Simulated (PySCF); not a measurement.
Vertical excitations of a molecule CH₅ClFNSi₂ from TDDFT-PBE/def2-SVPD in PySCF, as energy in eV (oscillator strength): 4.70 (0.010), 5.21 (0.010), 5.27 (0.002), 5.59 (0.001), 6.04 (0.068), 6.09 (0.006), 6.21 (0.033), 6.28 (0.001), 6.31 (0.026), 6.33 (0.066). Lowest triplet (TDA): 4.26 eV. Coordinates come from a B3LYP-D3(BJ)/def2-SVP optimisation. The values are those of a single conformer.

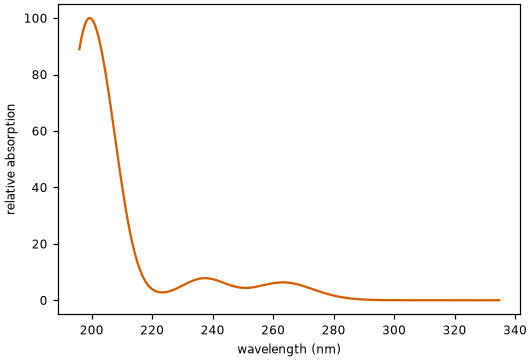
*The lines broadened by 0.4 eV.*

**Question.** Identify the compound among the candidates.
(A) F[Si@@]1(Cl)C[SiH2]N1
(B) F[Si@@H]1CN[Si@H]1Cl
(C) F[Si@@]1(Cl)CN[SiH2]1
(D) F[Si@H]1C[Si@@H](Cl)N1

**Answer.** B, F[Si@@H]1CN[Si@H]1Cl
